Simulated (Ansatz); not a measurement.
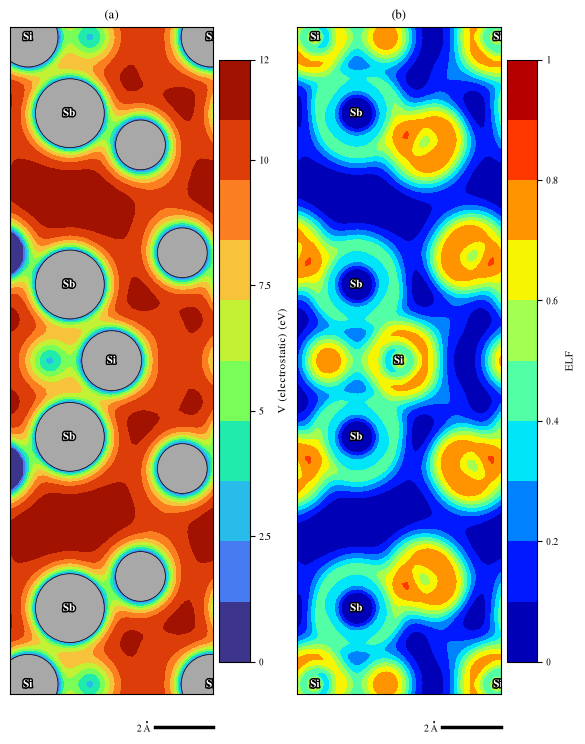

Figure. Si3Sb2. (a) electrostatic potential (local pseudopotential plus Hartree) felt by an electron; (b) electron localisation function on the (010) plane of the conventional cell. Grey discs cover the atomic cores in the potential map.

Space group R-3c; started from the corundum_167 prototype, which need not be the ambient phase.

Method: Ansatz, DFT PBE, scalar-relativistic, plane waves, PAW.

Core electrons are frozen (PAW), and the valence fields are smoothed inside the atomic spheres.

> What do the fields say about this system?

- Atoms in the plane: Si and Sb.
- Atoms just off the plane (Si, 0.6 Å away) can leave unmarked features too.
- Si–Sb (2.99 Å): the ELF peaks at about 0.65 in the valence shell of Si, 0.9 Å from its nucleus, and is about 0.45 at the midpoint.
- Outside the cores the potential energy rises away from the atoms and is highest about 2.9 Å from the nearest atoms; its zero is arbitrary.
